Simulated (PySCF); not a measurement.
C4H11FGaN

```xyz
18

C     1.8884    0.6952    0.7342
C     1.1173    1.0110   -0.5400
C     0.3123   -0.1863   -1.0384
N    -0.7681   -0.5075   -0.1259
C    -1.5553   -1.6504   -0.5419
Ga   -1.4651    0.5281    1.2361
F    -0.9321    2.0685    1.8659
H     2.6048   -0.1059    0.5628
H     1.1983    0.3771    1.5255
H     2.4206    1.5763    1.0848
H     1.8105    1.3253   -1.3226
H     0.4199    1.8374   -0.3490
H    -0.0881    0.0346   -2.0415
H     0.9757   -1.0592   -1.1343
H    -2.3820   -1.7950    0.1614
H    -1.9709   -1.5138   -1.5483
H    -0.9442   -2.5603   -0.5449
H    -2.6508   -0.0687    2.0044
```

Geometry: GFN2-xTB.

Theory: wB97X-D/def2-SVPD, SCF density, gas phase in PySCF.

What will maps of the electron density and electron localisation function show?

Answer. C–N (1.45 Å): the density is about 1.9 e/Å³ at the midpoint; the ELF peaks at about 0.95 between the atoms (a shared electron pair).
C–C (1.53 Å): the density is about 1.7 e/Å³ at the midpoint; the ELF peaks at about 0.95 between the atoms, as expected for a covalent bond.
Ga–F (1.75 Å): the density is about 0.84 e/Å³ at the midpoint; the ELF peaks at about 0.80 in the valence shell of F, 0.5 Å from its nucleus, and is about 0.15 at the midpoint.
Ga–N (1.85 Å): the density is about 0.88 e/Å³ at the midpoint; the ELF peaks at about 0.85 in the valence shell of N, 0.6 Å from its nucleus, and is about 0.35 at the midpoint.

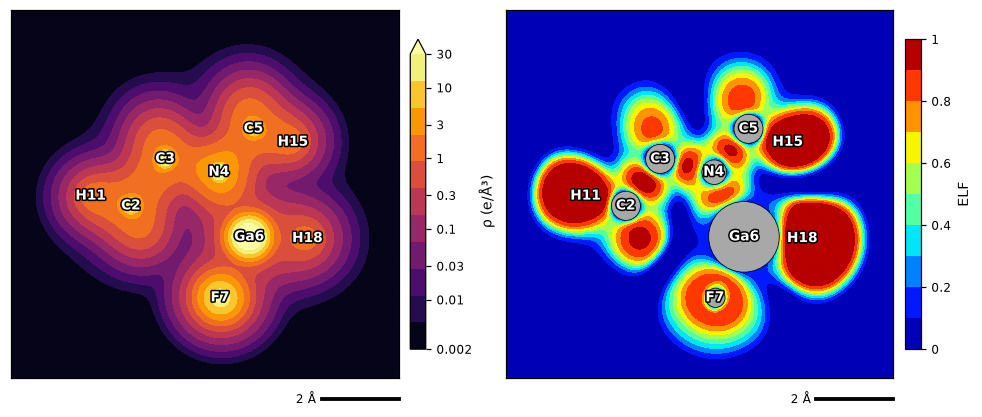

Computed electron density and electron localisation function on the plane of atoms N4, Ga6 and F7, in this order. Grey discs cover the atomic cores in the ELF map. 
